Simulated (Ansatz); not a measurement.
Reaction (SMILES): B(Cl)(Cl)Cl → B atom + 3 Cl atom
B3LYP-D3(BJ)/def2-TZVP geometries, fixed; electronic energies without zero-point terms.

Basis-set convergence of the atomisation energy at B2PLYP with Ansatz (a quantum-chemistry and plane-wave program). Cartesian d functions, on some or all atoms, in 6-31G**, 6-31+G*, 6-311+G**; all else is spherical. Cores are frozen. Open shells are unrestricted. No added dispersion term, no relativity. Functions are those of the species that has most. Reference: the value in pcseg-4, 321.31 kcal/mol, itself unsure by roughly 0.34 kcal/mol (its mean distance from aug-pcseg-3, aug-cc-pV(Q+d)Z, cc-pV(5+d)Z). Deviations are taken from unrounded values.

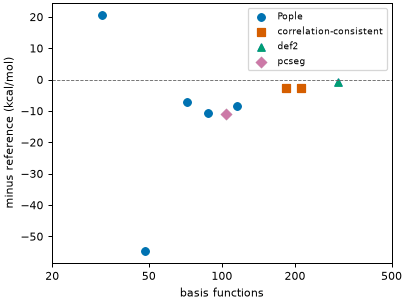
Fig. 1. Deviation from the reference against the number of basis functions, by family of sets.

```
basis            functions  atomisation energy (kcal/mol)  minus reference (kcal/mol)
---------------  ---------  -----------------------------  --------------------------
STO-3G                  32                         341.97                       20.66
6-31G                   48                         266.71                      -54.60
6-31G**                 72                         314.26                       -7.05
6-31+G*                 88                         310.71                      -10.60
aug-pcseg-1            104                         310.27                      -11.04
6-311+G**              115                         312.92                       -8.38
jun-cc-pV(T+d)Z        183                         318.56                       -2.75
aug-cc-pV(T+d)Z        211                         318.69                       -2.62
def2-QZVPPD            300                         320.40                       -0.90
```
